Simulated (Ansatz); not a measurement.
The structure below was relaxed with Ansatz (an electronic-structure program) PBE, no spin-orbit coupling, earlier PAW set.

```yaml
crystal:
  lattice:
    - [0.00000, 3.32775, 3.32775]
    - [3.32775, 0.00000, 3.32775]
    - [3.32775, 3.32775, 0.00000]
  atoms:
    - { symbol: Sn, position: [0.50000, 0.50000, 0.50000] }
    - { symbol: Sn, position: [0.75000, 0.75000, 0.75000] }
```

Q: Find the space group and the Wyckoff positions.

A: Space group Fd-3m, origin choice 1 (No. 227); a = 6.656 Å, b = 6.656 Å, c = 6.656 Å, α = 90.00°, β = 90.00°, γ = 90.00°

```csv
atom,site,symmetry,x,y,z
Sn,8a,-43m,0.0000,0.0000,0.0000
```

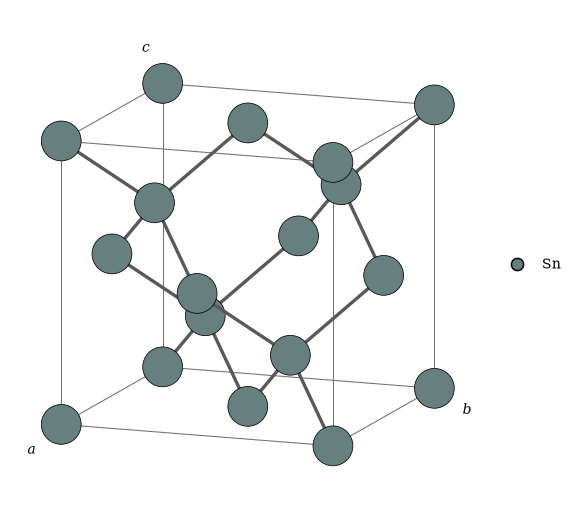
Figure: The conventional cell

Whether these cells are dynamically stable was not tested. The cell was made from Ge by this change: Ge → Sn.
